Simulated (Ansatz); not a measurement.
Pulling on the Cd1–I3 bond in CdFI (SMILES [F][Cd][I]) (multiplicity 1 held, fragments rigid). Energies count from the point at 2.584 Å.
Geometry at that point (charge 0, multiplicity 1):
| atom | x (Å) | y (Å) | z (Å) |
|---|---|---|---|
| Cd | 0.0000 | 0.0000 | -1.0853 |
| F | 0.0000 | 0.0000 | -3.0387 |
| I | 0.0000 | 0.0000 | 1.4989 |

R- and RO- levels are restricted; in cc, def2 and unpolarised 6-31G sets they are followed outwards from rest. U- levels take the lowest unrestricted solution at each point, which mixes spins at long bonds. Active spaces are followed from a long bond inwards. Curves can end on different states.

Cores are frozen in the correlated methods. Filled d and f shells under p-block atoms count as core.

Run with Ansatz (a first-principles code). Values without a source in brackets are computed. In def2 rows elements past Kr take small-core potentials, without spin–orbit coupling.

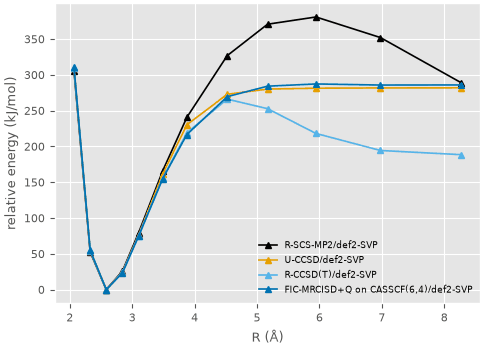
Figure: Relative energy along the coordinate

Doubts at one or more of the structures used: a restricted determinant that unrestricted orbitals would lower (R-SCS-MP2/def2-SVP, R-CCSD(T)/def2-SVP); a spin-contaminated determinant (U-CCSD/def2-SVP); other coupled-cluster roots lie near (R-CCSD(T)/def2-SVP); T1 above 0.05 (R-CCSD(T)/def2-SVP); active orbitals that take no part (FIC-MRCISD+Q on CASSCF(6,4)/def2-SVP).
